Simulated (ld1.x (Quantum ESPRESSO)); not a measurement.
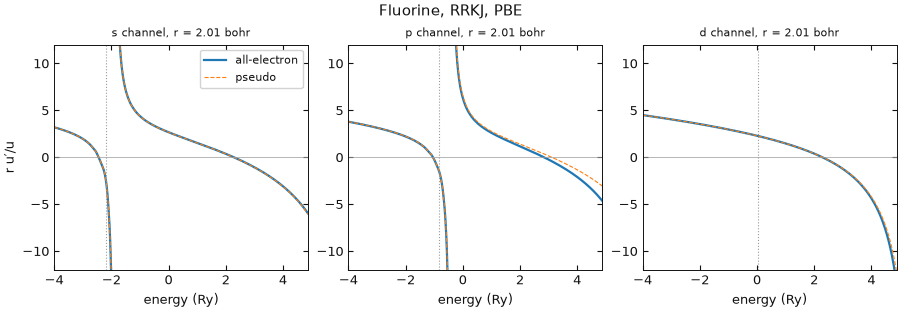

Logarithmic derivatives r u′/u at the test radius against energy, all-electron atom (solid) and pseudo-atom (dashed). Here u = r R(r). The dotted line marks the reference energy of the channel.

Input of ld1.x (Quantum ESPRESSO) 7.5:

```
 &input
   title='F', zed=9., rel=1, dft='PBE', iswitch=3,
   config='[He] 2s2 2p5 3d-2',
   nld=3, rlderiv=2.00, eminld=-4.0, emaxld=5.0, deld=0.02
 /
 &inputp
   pseudotype=2, tm=.false., lloc=-1, rcloc=0.95,
   nlcc=.true.,
   file_pseudopw='F.UPF', file_wfcaegen='ae.wfc', file_wfcncgen='nc.wfc', file_beta='beta', file_chi='chi'
 /
3
2S  1  0   2.00   0.00  0.85  0.85  0.0
2P  2  1   5.00   0.00  1.70  1.70  0.0
3D  3  2  -2.00   0.05  1.85  1.85  0.0
 &test
   configts(1)='2s2 2p5'
 /
```

Command:
```bash
ld1.x < F.in > F.out
```

Functional and relativity: PBE, scalar-relativistic.

### Where do the curves cross zero?

s: all-electron -2.4 and 2.3 Ry, pseudo -2.4 and 2.3 Ry; p: all-electron -1.0 and 2.8 Ry, pseudo -1.0 and 3.1 Ry; d: all-electron 2.3 Ry, pseudo 2.3 Ry.

### Is there a sign of a ghost state?

The plot shows none: pseudo and all-electron curves have the same branches in all channels drawn. The separate test gives: no ghost state below the valence levels in the s, p, d, f channels.

### List the energies at which the logarithmic derivative diverges.

s: all-electron at -1.9 Ry, pseudo at -1.9 Ry; p: all-electron at -0.4 Ry, pseudo at -0.4 Ry; d: all-electron at no energy in the range, pseudo at no energy in the range.
